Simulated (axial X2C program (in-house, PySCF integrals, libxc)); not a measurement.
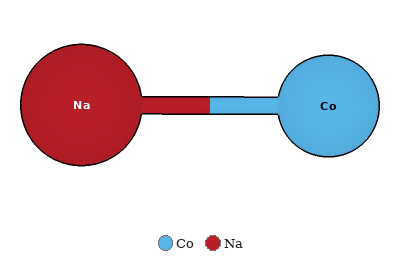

*The molecule at the reference distance of 2.625 Å.*

**Relativistic diatomic calculation, with input and output: CoNa**

CoNa, single determinant with M_S = 1 and |Λ| = 0. Computed at this level: B97-3, spin-free X2C-1e, Co dyall-v3z, Na dyall-v3z (cores contracted) (axial X2C program (in-house, PySCF integrals, libxc)).

**The input**
```
{"zs": [27, 11], "q": 0, "bas": ["dyall-v3z", "dyall-v3z"], "levels": ["PBE0", "HF", "B97-3", "PW91"], "cc": false, "r0": 2.66, "npts": 10, "nst": 2, "ntry": 6, "opt": {"nrad": 45, "nth": 14}}
```

The line is the task of a batch: nuclear charges, charge, bases, the levels to run, a first guess of the distance and further settings. This report covers B97-3 without spin-orbit coupling. The log is that of the reference distance 2.625 Å.

Launched within a batch (the task file carries these settings):
```bash
python <driver script> task.json out
```

**Output**
```
spin-free X2C-1e  B97-3
basis functions 175  fitting functions 933  grid points 1064
iter        total energy     max residual
   1      -1555.624714222     1.12e-02
   2      -1555.625142155     6.68e-03
   3      -1555.624579069     1.28e-02
   4      -1555.625336172     9.43e-04
   5      -1555.625344162     2.31e-04
   6      -1555.625345778     5.64e-05
   7      -1555.625346466     4.52e-05
   8      -1555.625346672     1.11e-05
   9      -1555.625346695     7.56e-06
  10      -1555.625346698     3.00e-06
  11      -1555.625346698     4.79e-07
converged
one-electron -2280.46120544  Coulomb 739.35159603  exact exchange -19.55895275  xc functional -54.82940611  nuclear repulsion 59.87262158
```

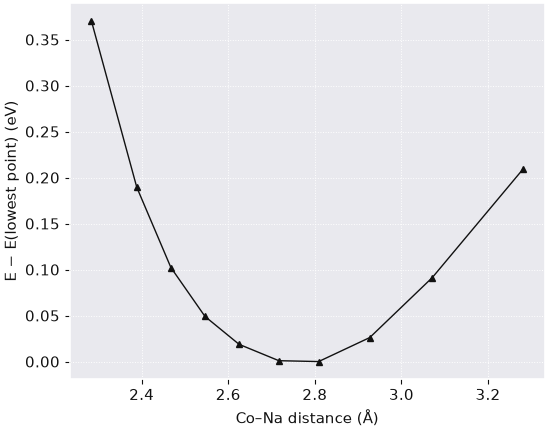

*Energy at 10 bond lengths, for one set of occupations held fixed; the line joins the points.*

A polynomial of degree 6 through 9 points gives rₑ = 2.764 Å, ωₑ = 183.4 cm⁻¹, ωₑxₑ = −0.50 cm⁻¹ and Bₑ = 0.1334 cm⁻¹. The minimum lies 0.76 eV below Co + Na, each computed as one determinant at the same level.

**Outcome**

- outcome: converged
- bond length rₑ: 2.764 Å
- ωₑ: 183.4 cm⁻¹
- energy at the minimum: −1555.62609 hartree
- depth below the fragments: 0.76 eV
- largest ⟨S²⟩ along the curve: 2.04
- hardware: 1 CPU thread, shared host
- wall time: 5.3 s

**What is odd here**

This input holds a deliberate oddity: coarse grid (nrad = 45.0) (nth = 14.0). The program ran to the end. Its numbers are those of the input as typed; this run alone doesn't show how far the oddity moves them.
